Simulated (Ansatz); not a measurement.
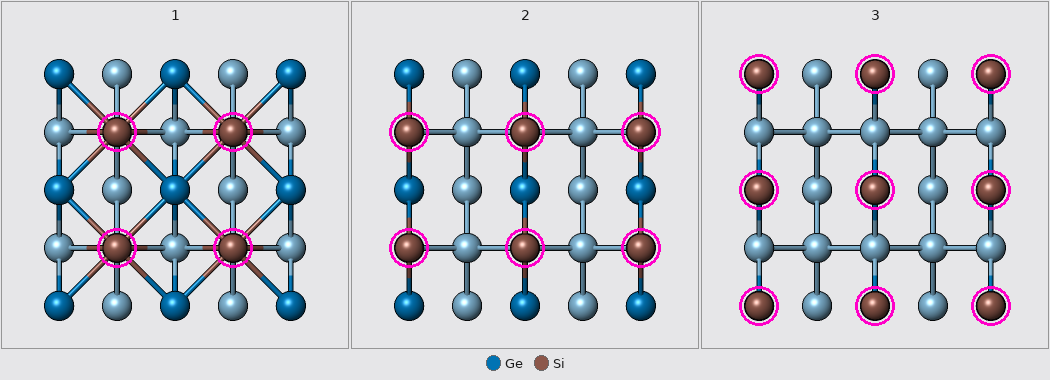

Si on a Ge(100) slab cut from the Fd-3m phase, its upper half relaxed before the scan (4 atoms of substrate and one adsorbate in a 1 × 1 cell). Si is moved over the surface cell; relaxed at each place: the height of the adsorbate's atoms; substrate rigid; the origin of the map has the adsorbate above Ge4. Places are given modulo a cell vector. The map is drawn in real space over the plane of the surface. The grid has 8 × 8 points; 25 points were computed and 39 follow by symmetry. Energies: eV, counted from the lowest grid point. With one adsorbate in each 1 × 1 cell, its nearest image is 4.1 Å away, so neighbouring adsorbates interact. All numbers below come from Ansatz, DFT PBE, scalar-relativistic, plane waves, PAW. Settings: cutoff 420 eV, k-mesh 7×7×1, gaussian smearing 0.1 eV, no spin polarisation.

The numbered pictures are structures from this grid. Rings mark the moved atoms.

Q: Rank them by energy, lowest first.

A: 1, at a fourfold hollow over a third-layer Ge atom, (4/8, 4/8) of the cell vectors: 0.25 eV; 2, at a bridge site between two Ge atoms, over a second-layer Ge atom, (0/8, 4/8) of the cell vectors: 0.64 eV; 3, at the top site over a surface Ge atom, (0/8, 0/8) of the cell vectors: 1.01 eV.

The map, with the structures marked:

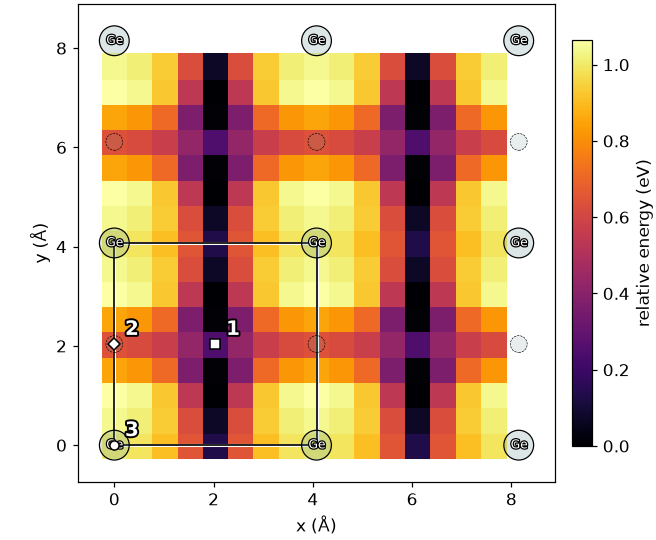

In the figure: one coloured cell a grid point, labelled circles for the atoms of the top layer and small ones for the second layer, the outline of one cell of the 2 × 2 shown.

PAW datasets: the set soft_1.
